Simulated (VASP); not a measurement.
Consider the following.

```
PtSe2
1.0
    0.00000     3.12893     3.12893
    3.12893     0.00000     3.12893
    3.12893     3.12893     0.00000
Pt Se
1 2
Cartesian
  0.00000   0.00000   0.00000
  1.56446   1.56446   1.56446
  4.69339   4.69339   4.69339
```

The numbers are results of r2SCAN meta-GGA, VASP's PBE PAW potentials (set 64) (plane waves; VASP 6.6.1), not measurements. Numerical set-up: 400 eV cut-off, 10×10×10 Γ-centred mesh, tetrahedra with Blöchl corrections, potentials Pt Se.

Unless said otherwise, spin-orbit coupling is left out, though it shifts the bands of the heavy elements here.

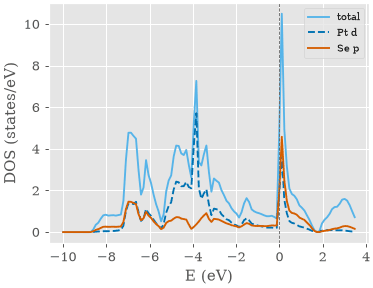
Figure: Total and projected density of states, zero at the Fermi level

Within 2 eV below the Fermi level the largest weight inside VASP's projection spheres is Pt d, then Se p.

It has no gap at this level: it comes out as a metal or semimetal.

The structure was generated: PtSe2 was put into the fluorite type (Fm-3m), which need not be its known phase. It was relaxed first, which changed the volume by +12 %.
